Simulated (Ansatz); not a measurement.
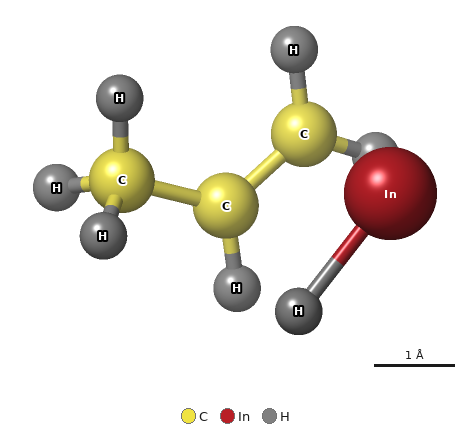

*The structure as given in the input (ball-and-stick view, seen at a tilt). Sticks mark near contacts.*

Bond lengths as drawn: C–C 1.36 to 1.50 Å, C–H 1.10 to 1.11 Å and H–In 1.89 Å.

## Run report: C3H7In, geometry relaxation (part 1 of 2)

System: C3H7In.
Method: RKS PBE0-D4/def2-TZVP (Ansatz 0.2.0).

The geometry: PBE-D4/def2-SVP start.

The program's output:
```
Functional definition: PBE0
  name "PBE0"
  cite "Adamo & Barone, J. Chem. Phys. 110, 6158 (1999) doi:10.1063/1.478522"
  cite "Perdew, Burke & Ernzerhof, Phys. Rev. Lett. 77, 3865 (1996) doi:10.1103/PhysRevLett.77.3865"
  parent pbe
  parameter a = 0.25
  parameter kappa = 0.804
  parameter beta = 0.06672455060314922
  exchange = (1 - a)*pbe_x(kappa = kappa, mu = beta*pi^2/3) + a*exact_x
  correlation = pbe_c(beta = beta)
1329 factors; their error is unknown
mean field evaluation 1: about -8379.2024 eV, gradient 7.6e1 eV
mean field evaluation 2: about -8252.4084 eV, gradient 1.7e2 eV
mean field evaluation 4: about -8394.3469 eV, gradient 1.9e1 eV
mean field evaluation 8: about -8395.1009 eV, gradient 2.8e-1 eV
mean field evaluation 16: about -8395.1404 eV, gradient 5.6e-3 eV
mean field -8395.14038528 eV, -308.5157187287 hartree, gradient 2.6e-5 eV, S^2 0.000000; 0 other end points of the search recorded, 0 dependent functions left out
the calculation of the forces begins
reference -8395.14042545 eV, -308.5157202046 hartree; 23, 23 occupied and 162, 162 virtual orbitals, 1329 factors
relax step   1: F+E_penalty+E_count = -8395.36008461 eV  Δ(F+E_penalty+E_count) = +0.000e0 eV  max|allowed force component| = 6.367e-1 eV/Å  Δτ_max = 0.0000 Å  (32 SCF iters, accepted)
these checks for a lower state are left out or cut short: starts, cluster_reference, orbital_swaps, neighbouring_geometries, increment
1329 factors; their error is unknown
mean field -8395.18096460 eV, -308.5172099910 hartree, gradient 1.6e-5 eV, S^2 0.000000; 0 other end points of the search recorded, 0 dependent functions left out
the calculation of the forces begins
reference -8395.18100450 eV, -308.5172114571 hartree; 23, 23 occupied and 162, 162 virtual orbitals, 1329 factors
relax step   2: F+E_penalty+E_count = -8395.39843623 eV  Δ(F+E_penalty+E_count) = -3.835e-2 eV  max|allowed force component| = 2.654e-1 eV/Å  Δτ_max = 0.0828 Å  (33 SCF iters, accepted)
these checks for a lower state are left out or cut short: starts, cluster_reference, orbital_swaps, neighbouring_geometries, increment
1329 factors; their error is unknown
mean field evaluation 32: about -8395.1871 eV, gradient 3.1e-4 eV
mean field -8395.18705653 eV, -308.5174338652 hartree, gradient 1.3e-5 eV, S^2 0.000000; 0 other end points of the search recorded, 0 dependent functions left out
the calculation of the forces begins
reference -8395.18709651 eV, -308.5174353344 hartree; 23, 23 occupied and 162, 162 virtual orbitals, 1329 factors
relax step   3: F+E_penalty+E_count = -8395.40743006 eV  Δ(F+E_penalty+E_count) = -8.994e-3 eV  max|allowed force component| = 1.100e-1 eV/Å  Δτ_max = 0.0774 Å  (33 SCF iters, accepted)
these checks for a lower state are left out or cut short: starts, cluster_reference, orbital_swaps, neighbouring_geometries, increment
1329 factors; their error is unknown
mean field -8395.18999935 eV, -308.5175420120 hartree, gradient 1.0e-5 eV, S^2 0.000000; 0 other end points of the search recorded, 0 dependent functions left out
the calculation of the forces begins
reference -8395.19003936 eV, -308.5175434824 hartree; 23, 23 occupied and 162, 162 virtual orbitals, 1329 factors
relax step   4: F+E_penalty+E_count = -8395.41087324 eV  Δ(F+E_penalty+E_count) = -3.443e-3 eV  max|allowed force component| = 4.748e-2 eV/Å  Δτ_max = 0.0269 Å  (31 SCF iters, accepted)
these checks for a lower state are left out or cut short: starts, cluster_reference, orbital_swaps, neighbouring_geometries, increment
1329 factors; their error is unknown
mean field -8395.19003604 eV, -308.5175433602 hartree, gradient 1.4e-5 eV, S^2 0.000000; 0 other end points of the search recorded, 0 dependent functions left out
the calculation of the forces begins
reference -8395.19007604 eV, -308.5175448304 hartree; 23, 23 occupied and 162, 162 virtual orbitals, 1329 factors
relax step   5: F+E_penalty+E_count = -8395.41107178 eV  Δ(F+E_penalty+E_count) = -1.985e-4 eV  max|allowed force component| = 3.804e-2 eV/Å  Δτ_max = 0.0136 Å  (33 SCF iters, accepted)
these checks for a lower state are left out or cut short: starts, cluster_reference, orbital_swaps, neighbouring_geometries, increment
1329 factors; their error is unknown
mean field -8395.19036280 eV, -308.5175553685 hartree, gradient 1.4e-5 eV, S^2 0.000000; 0 other end points of the search recorded, 0 dependent functions left out
the calculation of the forces begins
reference -8395.19040279 eV, -308.5175568381 hartree; 23, 23 occupied and 162, 162 virtual orbitals, 1329 factors
relax step   6: F+E_penalty+E_count = -8395.41149012 eV  Δ(F+E_penalty+E_count) = -4.183e-4 eV  max|allowed force component| = 3.851e-2 eV/Å  Δτ_max = 0.0159 Å  (33 SCF iters, accepted)
these checks for a lower state are left out or cut short: starts, cluster_reference, orbital_swaps, neighbouring_geometries, increment
1329 factors; their error is unknown
mean field -8395.19060512 eV, -308.5175642735 hartree, gradient 1.4e-5 eV, S^2 0.000000; 0 other end points of the search recorded, 0 dependent functions left out
the calculation of the forces begins
reference -8395.19064514 eV, -308.5175657444 hartree; 23, 23 occupied and 162, 162 virtual orbitals, 1329 factors
relax step   7: F+E_penalty+E_count = -8395.41166467 eV  Δ(F+E_penalty+E_count) = -1.745e-4 eV  max|allowed force component| = 3.553e-2 eV/Å  Δτ_max = 0.0213 Å  (33 SCF iters, accepted)
these checks for a lower state are left out or cut short: starts, cluster_reference, orbital_swaps, neighbouring_geometries, increment
1329 factors; their error is unknown
mean field evaluation 64: about -8395.1481 eV, gradient 9.1e-1 eV
mean field -8395.19065685 eV, -308.5175661748 hartree, gradient 1.5e-5 eV, S^2 0.000000; 0 other end points of the search recorded, 0 dependent functions left out
the calculation of the forces begins
reference -8395.19069686 eV, -308.5175676451 hartree; 23, 23 occupied and 162, 162 virtual orbitals, 1329 factors
relax step   8: F+E_penalty+E_count = -8395.41188528 eV  Δ(F+E_penalty+E_count) = -2.206e-4 eV  max|allowed force component| = 2.569e-2 eV/Å  Δτ_max = 0.0304 Å  (31 SCF iters, accepted)
these checks for a lower state are left out or cut short: starts, cluster_reference, orbital_swaps, neighbouring_geometries, increment
1329 factors; their error is unknown
mean field -8395.19059449 eV, -308.5175638831 hartree, gradient 1.4e-5 eV, S^2 0.000000; 0 other end points of the search recorded, 0 dependent functions left out
the calculation of the forces begins
reference -8395.19063451 eV, -308.5175653537 hartree; 23, 23 occupied and 162, 162 virtual orbitals, 1329 factors
relax step   9: F+E_penalty+E_count = -8395.41194452 eV  Δ(F+E_penalty+E_count) = -5.924e-5 eV  max|allowed force component| = 1.760e-2 eV/Å  Δτ_max = 0.0078 Å  (33 SCF iters, accepted)
these checks for a lower state are left out or cut short: starts, cluster_reference, orbital_swaps, neighbouring_geometries, increment
1329 factors; their error is unknown
mean field -8395.19051877 eV, -308.5175611004 hartree, gradient 1.4e-5 eV, S^2 0.000000; 0 other end points of the search recorded, 0 dependent functions left out
the calculation of the forces begins
reference -8395.19055880 eV, -308.5175625713 hartree; 23, 23 occupied and 162, 162 virtual orbitals, 1329 factors
relax step  10: F+E_penalty+E_count = -8395.41197983 eV  Δ(F+E_penalty+E_count) = -3.531e-5 eV  max|allowed force component| = 5.019e-3 eV/Å  Δτ_max = 0.0082 Å  (32 SCF iters, accepted)
these checks for a lower state are left out or cut short: starts, cluster_reference, orbital_swaps, neighbouring_geometries, increment
1329 factors; their error is unknown
mean field -8395.19056013 eV, -308.5175626201 hartree, gradient 1.4e-5 eV, S^2 0.000000; 0 other end points of the search recorded, 0 dependent functions left out
the calculation of the forces begins
reference -8395.19060015 eV, -308.5175640909 hartree; 23, 23 occupied and 162, 162 virtual orbitals, 1329 factors
relax step  11: F+E_penalty+E_count = -8395.41198685 eV  Δ(F+E_penalty+E_count) = -7.015e-6 eV  max|allowed force component| = 3.574e-3 eV/Å  Δτ_max = 0.0025 Å  (33 SCF iters, accepted)
1329 factors; their error is unknown
mean field evaluation 96: about -8395.1906 eV, gradient 5.2e-3 eV
```

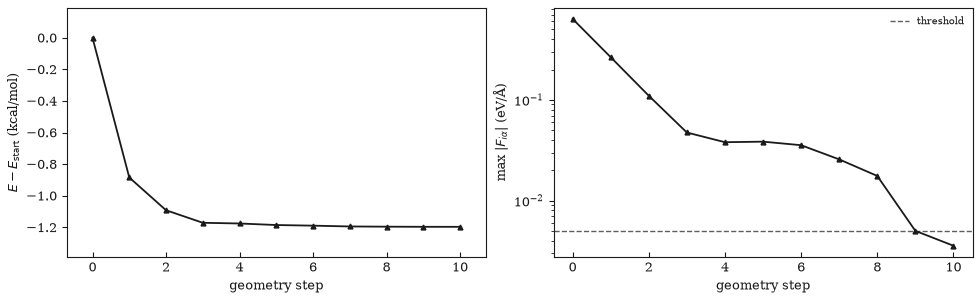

*Progress of the relaxation, step by step (the first geometry is step 0 here and step 1 in the log).*

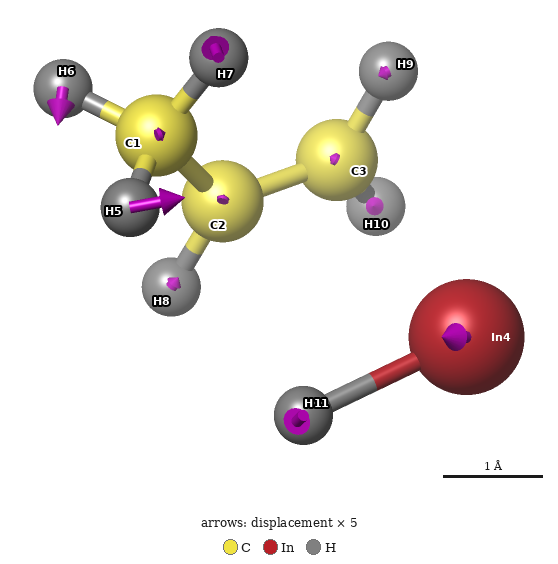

*The starting structure with the displacements as pink arrows, magnified 5 times (ball-and-stick view, seen at a tilt). The two geometries are laid on each other by the best rigid fit.*

After 10 geometry steps the energy has fallen by 1.20 kcal/mol. Largest force component: 0.64 eV/Å at the start, 0.0036 eV/Å at the end. The atom that moves furthest after the best rigid fit is H5 (0.11 Å). By element the largest moves are H 0.11 Å, In 0.09 Å, C 0.02 Å. Among the contacts that change: In4–H11 1.889 → 1.854 Å, C2–C3 1.361 → 1.339 Å, C2–H8 1.104 → 1.086 Å, C3–H10 1.102 → 1.085 Å. (Atoms are counted from 1 in the order of the input.)

```
mean field -8395.19056013 eV, -308.5175626201 hartree, gradient 1.4e-5 eV, S^2 0.000000; 1 other end points of the search recorded, 0 dependent functions left out
the calculation of the forces begins
reference -8395.19060015 eV, -308.5175640909 hartree; 23, 23 occupied and 162, 162 virtual orbitals, 1329 factors
Total energy: -8395.41202687 eV, -308.5257013727 hartree
Atom 0 at    -0.980188     0.826345     0.415111 Å, force     0.001204     0.001359    -0.001783 eV/Å
Atom 1 at     0.340741     0.489959    -0.181935 Å, force    -0.001613     0.000578     0.003574 eV/Å
Atom 2 at     1.307671    -0.186938     0.450629 Å, force     0.000984    -0.000372    -0.002551 eV/Å
Atom 3 at     0.149831    -2.515364    -0.720026 Å, force     0.001020     0.001611     0.000633 eV/Å
Atom 4 at    -1.794061     0.467521    -0.220468 Å, force     0.001545     0.001251     0.002942 eV/Å
Atom 5 at    -1.095412     1.912044     0.496328 Å, force    -0.000480    -0.002618    -0.000705 eV/Å
Atom 6 at    -1.092388     0.398065     1.413295 Å, force    -0.000060     0.000760    -0.001968 eV/Å
Atom 7 at     0.516912     0.840616    -1.194880 Å, force     0.000698    -0.002178     0.000137 eV/Å
Atom 8 at     1.189805    -0.517183     1.478296 Å, force    -0.000890    -0.002000    -0.001487 eV/Å
Atom 9 at     2.278350    -0.351854    -0.004725 Å, force    -0.002500     0.001760     0.000913 eV/Å
Atom 10 at    -0.756061    -1.420011    -1.910826 Å, force     0.000092    -0.000149     0.000295 eV/Å
Dipole moment:     0.060466     0.255552     0.183715 e Å
```

Trajectory as extended XYZ (Å, eV, eV/Å), 11 frames, from step=1 to step=11:
```
11
Properties=species:S:1:pos:R:3:forces:R:3 step=1 energy=-8395.36009
C    -0.9937    0.8386    0.4049   -0.2625   0.0723   0.1220
C     0.3321    0.4854   -0.1949    0.6367  -0.2800   0.1204
C     1.3180   -0.2001    0.4467   -0.3804   0.3561  -0.1957
In    0.2331   -2.5346   -0.7149   -0.1379   0.1456  -0.1423
H    -1.8288    0.5646   -0.2715    0.4443   0.1061   0.3048
H    -1.0610    1.9369    0.5678    0.0607  -0.5269  -0.0892
H    -1.1534    0.3442    1.3840    0.1172   0.2235  -0.4659
H     0.5202    0.8511   -1.2191   -0.1026  -0.2161   0.5360
H     1.2037   -0.5307    1.4928    0.0303   0.1659  -0.5567
H     2.3114   -0.3448   -0.0077   -0.5503   0.0725   0.2134
H    -0.8165   -1.4676   -1.8671    0.1444  -0.1189   0.1532
```
